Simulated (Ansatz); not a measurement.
**Geometry relaxation, with input and output: SnAsH$_{7}$S (part 2 of 2)**

SnAsH$_{7}$S; RKS PBE0-D4/def2-SVP (Ansatz 0.2.0). The input holds or restrains some coordinates. Forces given for the steps count only the free coordinates.

Geometry of the input (Å):
```
Sn -0.7051  0.3347  -1.1163
S  -0.4586  1.2464  1.7144
H  -0.6648  -0.5621  -2.5832
H  -2.3371  0.3468  -0.6993
H  -0.0669  1.8265  -1.5518
H  1.0034  -0.1008  1.5290
As 1.0243  -1.0687  0.2867
H  0.4377  2.2024  1.5337
H  -0.0329  -1.8698  0.9413
H  1.8000  -2.3553  -0.0544
```

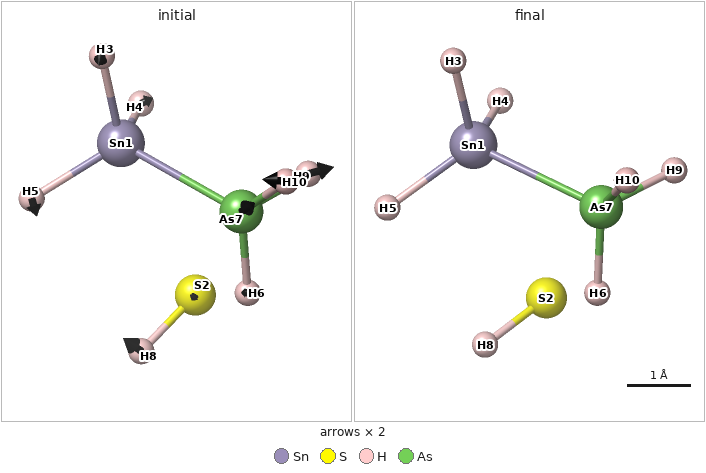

*Before (left) and after (right) the restrained relaxation, at one scale (ball-and-stick view, seen at a tilt). The black arrows give the displacements, magnified 2 times.*

The atom that moves furthest after the best rigid fit is H9 (0.22 Å). By element the largest moves are H 0.22 Å, As 0.17 Å, S 0.06 Å, Sn 0.04 Å. Among the contacts that change: Sn1–H3 1.720 → 1.749 Å, S2–H8 1.323 → 1.351 Å, As7–H9 1.479 → 1.507 Å, Sn1–H5 1.680 → 1.705 Å. Among the angles that change: H6–As7–H9 88.5° → 97.0°, Sn1–As7–H9 93.2° → 101.6°, H9–As7–H10 90.3° → 98.5°. The energy falls by 16.0 kJ/mol in 7 geometry steps. Largest force component: 0.64 eV/Å at the start, 0.035 eV/Å at the end. The line search rejected the trial steps at points 3, 5 (counted from 0) and went back. (Atoms are counted from 1 in the order of the input.)

```
  distance Sn 0 - As 6 held at 2.632255 Å   reaction = -2.9984e-1 eV/Å
  distance S 1 - H 5 held at 1.996689 Å   reaction = +2.9790e-1 eV/Å
  distance Sn 0 - S 1 held at 2.984095 Å   reaction = -1.0668e-1 eV/Å
  distance H 5 - As 6 held at 1.574985 Å   reaction = -5.5555e-1 eV/Å
1261 factors; integrals over basis functions are off by at most 3.4e-4 eV
mean field -77597.87686242 eV, -2851.6693769637 hartree, gradient 1.1e-5 eV, S^2 0.000000; 1 other end points of the search recorded, 0 dependent functions left out
the calculation of the forces begins
reference -77597.87689261 eV, -2851.6693780732 hartree; 39, 39 occupied and 72, 72 virtual orbitals, 1261 factors
Total energy: -77598.11007719 eV, -2851.6779474488 hartree
Atom 0 at    -0.707367     0.365038    -1.093802 Å, force    -0.225633     0.118333    -0.256039 eV/Å
Atom 1 at    -0.442705     1.301708     1.727089 Å, force     0.221450    -0.173512     0.068092 eV/Å
Atom 2 at    -0.554716    -0.536338    -2.584394 Å, force     0.001981     0.007057     0.004185 eV/Å
Atom 3 at    -2.355454     0.245899    -0.667858 Å, force     0.031584    -0.000462    -0.000293 eV/Å
Atom 4 at     0.004881     1.877655    -1.427645 Å, force     0.008085     0.012332    -0.004866 eV/Å
Atom 5 at     1.000688    -0.057983     1.493374 Å, force    -0.180246     0.580680     0.429776 eV/Å
Atom 6 at     0.883906    -1.145668     0.360290 Å, force     0.144504    -0.555697    -0.245556 eV/Å
Atom 7 at     0.465518     2.219513     1.329149 Å, force     0.003248     0.018248    -0.002451 eV/Å
Atom 8 at    -0.105917    -2.038513     1.062418 Å, force    -0.014559    -0.006303     0.006681 eV/Å
Atom 9 at     1.811165    -2.231209    -0.198521 Å, force     0.009586    -0.000676     0.000471 eV/Å
Dipole moment:     0.402508    -0.471630    -0.323612 e Å
```

## Trajectory as extended XYZ (Å, eV, eV/Å), 8 frames, from step=1 to step=8
```
10
Properties=species:S:1:pos:R:3:forces:R:3 step=1 energy=-77597.94467
Sn   -0.7051    0.3347   -1.1163   -0.2045   0.3810  -0.2730
S    -0.4586    1.2464    1.7144   -0.3248  -0.8809   0.1776
H    -0.6648   -0.5621   -2.5832    0.1124  -0.3090  -0.2202
H    -2.3371    0.3468   -0.6993   -0.2938  -0.1296   0.2323
H    -0.0669    1.8265   -1.5518    0.2497   0.3804  -0.0200
H     1.0034   -0.1008    1.5290   -0.1265   0.8055   0.4212
As    1.0243   -1.0687    0.2867    0.4220  -0.6696  -0.1987
H     0.4377    2.2024    1.5337    0.5837   0.5573  -0.2124
H    -0.0329   -1.8698    0.9413   -0.6374  -0.3270   0.3273
H     1.8000   -2.3553   -0.0544    0.2192   0.1918  -0.2341
10
Properties=species:S:1:pos:R:3:forces:R:3 step=2 energy=-77598.04136
Sn   -0.6822    0.4062   -1.1220   -0.5599  -0.0849  -0.2246
S    -0.4958    1.2149    1.7444    0.4794   0.1287  -0.1328
H    -0.5766   -0.6351   -2.5475   -0.0230   0.3120   0.1110
H    -2.3199    0.2851   -0.5793    0.2672   0.0325  -0.2726
H     0.0109    1.9314   -1.5066   -0.0739  -0.2004   0.0493
H     1.0247   -0.0555    1.4978   -0.1672   0.3487   0.3755
As    0.9266   -1.0971    0.3205    0.4070  -0.7308  -0.1049
H     0.4296    2.1290    1.3534   -0.1460  -0.0199   0.1341
H    -0.1543   -1.9044    0.9922    0.0472  -0.0945   0.0042
H     1.8370   -2.2743   -0.1528   -0.2307   0.3087   0.0608
10
Properties=species:S:1:pos:R:3:forces:R:3 step=3 energy=-77598.09250
Sn   -0.7010    0.3642   -1.1152   -0.2524   0.1863  -0.2888
S    -0.4455    1.2693    1.7168    0.2557   0.0043   0.0802
H    -0.5850   -0.5963   -2.5792    0.0030   0.0892   0.0574
H    -2.3429    0.2589   -0.6392    0.1027  -0.0127  -0.0429
H    -0.0104    1.8828   -1.4898   -0.0196  -0.0609   0.0057
H     1.0121   -0.0803    1.5153   -0.1649   0.5790   0.3500
As    0.9222   -1.1175    0.3334    0.2836  -0.7119  -0.2101
H     0.4602    2.2395    1.4300   -0.0858  -0.1423  -0.0171
H    -0.1431   -1.9546    0.9942    0.0265  -0.0882   0.0289
H     1.8336   -2.2659   -0.1663   -0.1489   0.1571   0.0366
10
Properties=species:S:1:pos:R:3:forces:R:3 step=4 energy=-77598.07890 accepted=F
Sn   -0.6767    0.3645   -1.1036   -0.3543  -0.0498  -0.2072
S    -0.4770    1.3305    1.7127    0.5063  -0.3457   0.0317
H    -0.5461   -0.5457   -2.5863    0.0291   0.0046  -0.0544
H    -2.3159    0.2263   -0.6508    0.0145   0.0315  -0.0369
H     0.0263    1.8773   -1.4444    0.0387   0.0221   0.0046
H     0.9622   -0.0293    1.4543   -0.1494   0.9029   0.6849
As    0.8949   -1.1588    0.3587   -0.1576  -0.7689  -0.3408
H     0.4430    2.2767    1.4098   -0.0383  -0.0442  -0.0023
H    -0.0436   -2.0667    1.1265   -0.0421   0.1522  -0.1376
H     1.7329   -2.2747   -0.2768    0.1532   0.0952   0.0580
10
Properties=species:S:1:pos:R:3:forces:R:3 step=5 energy=-77598.10638
Sn   -0.6960    0.3627   -1.1088   -0.2306   0.1016  -0.2385
S    -0.4534    1.2941    1.7159    0.3145  -0.1180   0.0879
H    -0.5643   -0.5623   -2.5870    0.0105   0.0240  -0.0005
H    -2.3354    0.2392   -0.6499    0.0310   0.0057  -0.0241
H     0.0052    1.8768   -1.4648    0.0030  -0.0104   0.0085
H     1.0037   -0.0522    1.4902   -0.1952   0.6340   0.4622
As    0.8974   -1.1375    0.3538    0.0931  -0.6600  -0.2905
H     0.4600    2.2454    1.4062   -0.0513  -0.0643  -0.0166
H    -0.1116   -2.0149    1.0560    0.0265   0.0302  -0.0223
H     1.7943   -2.2512   -0.2115   -0.0016   0.0572   0.0340
10
Properties=species:S:1:pos:R:3:forces:R:3 step=6 energy=-77598.10266 accepted=F
Sn   -0.7094    0.3539   -1.0929   -0.1491   0.2048  -0.2281
S    -0.4290    1.3264    1.7143    0.1774  -0.1821   0.1318
H    -0.5458   -0.5305   -2.5907   -0.0064  -0.0130  -0.0059
H    -2.3515    0.2235   -0.6575   -0.0021  -0.0087  -0.0049
H    -0.0020    1.8747   -1.4060   -0.0008  -0.0143  -0.0421
H     0.9865   -0.0639    1.4902   -0.2008   0.5718   0.4249
As    0.8608   -1.1672    0.3732    0.2138  -0.3380  -0.3175
H     0.4932    2.2318    1.3210    0.0058   0.0100  -0.0251
H    -0.1412   -2.0568    1.0547    0.0312  -0.1177   0.0278
H     1.8383   -2.1918   -0.2063   -0.0692  -0.1128   0.0391
10
Properties=species:S:1:pos:R:3:forces:R:3 step=7 energy=-77598.10919
Sn   -0.7035    0.3666   -1.1006   -0.2119   0.1298  -0.2549
S    -0.4450    1.3064    1.7198    0.2530  -0.1514   0.0642
H    -0.5625   -0.5455   -2.5858    0.0038   0.0126   0.0012
H    -2.3430    0.2374   -0.6499    0.0110   0.0044  -0.0142
H     0.0019    1.8802   -1.4497    0.0000  -0.0034   0.0049
H     0.9909   -0.0629    1.4958   -0.1715   0.6074   0.4367
As    0.8891   -1.1426    0.3537    0.1002  -0.5881  -0.1978
H     0.4711    2.2360    1.3624   -0.0237  -0.0310  -0.0067
H    -0.1106   -2.0379    1.0435   -0.0017   0.0259  -0.0062
H     1.8116   -2.2376   -0.1891    0.0407  -0.0062  -0.0272
10
Properties=species:S:1:pos:R:3:forces:R:3 step=8 energy=-77598.11005
Sn   -0.7074    0.3650   -1.0938   -0.2256   0.1183  -0.2560
S    -0.4427    1.3017    1.7271    0.2215  -0.1735   0.0681
H    -0.5547   -0.5363   -2.5844    0.0020   0.0071   0.0042
H    -2.3555    0.2459   -0.6679    0.0316  -0.0005  -0.0003
H     0.0049    1.8777   -1.4276    0.0081   0.0123  -0.0049
H     1.0007   -0.0580    1.4934   -0.1802   0.5807   0.4298
As    0.8839   -1.1457    0.3603    0.1445  -0.5557  -0.2456
H     0.4655    2.2195    1.3291    0.0032   0.0182  -0.0025
H    -0.1059   -2.0385    1.0624   -0.0146  -0.0063   0.0067
H     1.8112   -2.2312   -0.1985    0.0096  -0.0007   0.0005
```

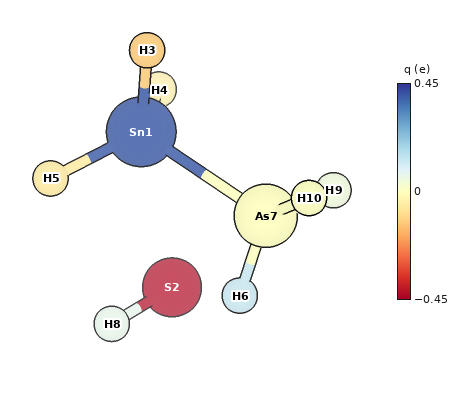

*Mulliken charges, as the colour of each atom (ball-and-stick view, seen at a tilt; atoms are numbered from 1 in the order of the input).*

By element: Sn +0.40, S −0.42, H −0.12 to +0.13 and As 0.00 e.

## Results in brief

```json
{"quantity": "outcome", "value": "converged under the restraints of the input"}
{"quantity": "total energy", "value": "−77598.1101 eV"}
{"quantity": "mean-field energy", "value": "−77597.8769 eV"}
{"quantity": "dispersion energy", "value": "−0.2332 eV"}
{"quantity": "SCF solution under orbital rotations", "value": "stable"}
{"quantity": "largest force (length of the vector) at the end, held atoms and coordinates included", "value": "0.745 eV/Å"}
{"quantity": "dipole moment", "value": "3.36 D"}
{"quantity": "hardware", "value": "8 threads of Arm Neoverse V2, 23 GiB of memory available, shared host"}
{"quantity": "wall time", "value": "12 s (CPU time 69 s)"}
{"quantity": "peak memory", "value": "0.29 GiB"}
```
